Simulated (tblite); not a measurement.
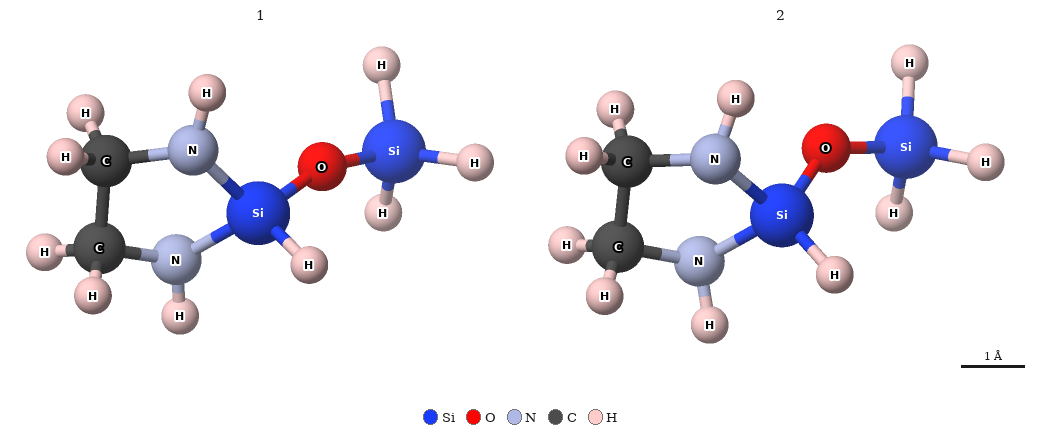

Two geometries of C2H10N2OSi2, drawn at one scale. One is the start of a relaxation, the other its converged end. Style: ball-and-stick. Shown at a tilt.

All numbers below come from GFN2-xTB geometry optimisation, gas phase (tblite). 

> Which of the two is the end point?

Structure 1 is the relaxed one. The energy falls by 48.6 kJ/mol in 55 geometry steps. The atom that moves furthest after the best rigid fit is an H atom (0.49 Å). By element the largest moves are H 0.49 Å, O 0.39 Å, N 0.17 Å, Si 0.16 Å, C 0.07 Å. Among the contacts that change: O–Si 1.660 → 1.613 Å, C–N 1.478 → 1.447 Å, H–Si 1.486 → 1.464 Å, H–N 1.026 → 1.006 Å. Among the angles between lasting bonds that change: Si–O–Si 137.6° → 161.4°, Si–N–H 107.9° → 125.6°, Si–N–H 108.6° → 123.7°. The run took 0.7 s on 1 thread of Arm Neoverse N1, with other jobs on the host.
